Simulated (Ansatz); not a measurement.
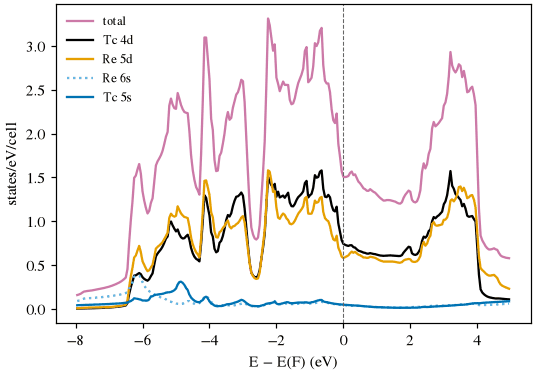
Figure: Total and projected density of states of ReTc in space group P-6m2 (No. 187; Tc on 1e, Re on 1b), r²SCAN (plane waves, PAW; program Ansatz)

### Question
Which orbitals carry the states next to the Fermi level?

### Answer
Within 0.5 eV of the Fermi level: Tc 4d 49 %, Re 5d 39 %, outside the projected shells 5 %. Projections are on Löwdin-orthogonalised atomic valence shells; empty p or d shells of many metals are not among them.

### Question
Where is the tallest occupied peak in this window, and what makes it?

### Answer
Near -2.2 eV, about 3.3 states/eV per cell; the largest projected share is Re 5d.

The workflow started from a Materials Project entry (that database holds measured and hypothetical structures alike); the Crystallography Open Database copy checked does not list it. With Tc and Re taken as one species the cell has the higher symmetry P6_3/mmc, so it may be an ordered model of a mixed-site phase. Whether it is the stable phase at ambient conditions was not checked. The r²SCAN relaxation kept the symmetry of its start; its stability against distortions is not shown here. The run is not spin-polarised. Scalar-relativistic: spin–orbit coupling is off unless named, which matters more the heavier the elements.

Potentials: the later of the program's two PAW sets.
